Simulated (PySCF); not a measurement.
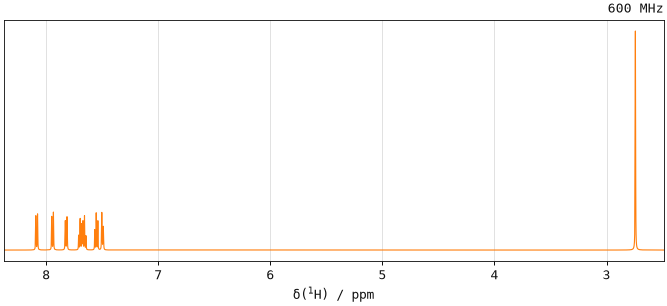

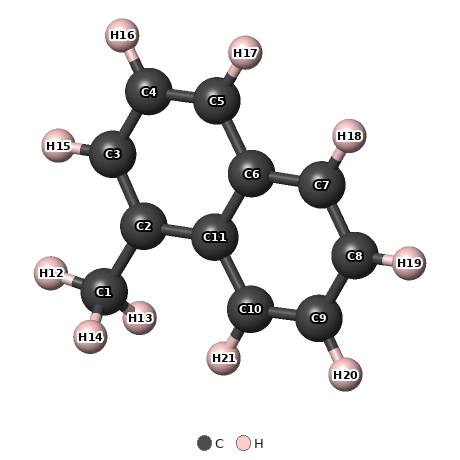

C₁₁H₁₀, SMILES Cc1cccc2ccccc12. Simulated ¹H spectrum at 600 MHz, line width 1.5 Hz, from GIAO shifts (PBE0/pcSseg-1, against TMS) and couplings (B3LYP/pcJ-1), PySCF 2.14.0, at a PBE0-D3(BJ)/def2-SVP geometry (no frequency check). Gas phase, values of one conformer, averaged over methyl-type rotors and exact or near symmetry; couplings among ¹H are treated exactly, other nuclei are left out. The spin-dipole term of J is left out for all pairs.

> Assign the signals.

| δ (ppm) | nuclei | atoms |
| --- | --- | --- |
| 8.09 | 1 | H21 |
| 7.94 | 1 | H18 |
| 7.82 | 1 | H17 |
| 7.70 | 1 | H20 |
| 7.66 | 1 | H19 |
| 7.55 | 1 | H16 |
| 7.50 | 1 | H15 |
| 2.74 | 3 | H12, H13, H14 |

The order of signals that lie close, as those under 0.08 ppm apart, is within the error of the method.

> Give the coupling constants used.

| pair | J (Hz) |
| --- | --- |
| H21–H20 | 9.5 |
| H17–H16 | 9.2 |
| H18–H19 | 9.2 |
| H16–H15 | 7.8 |
| H20–H19 | 7.7 |
| H15 – H12/H13/H14 | −1.2 |
| H18–H20 | 1.0 |
| H21–H17 | 0.9 |
| H17 – H12/H13/H14 | −0.9 |
| H17–H15 | 0.9 |
| H21–H19 | 0.8 |
| H21–H18 | 0.8 |

Not listed: couplings under 0.5 Hz, those between magnetically equivalent nuclei.
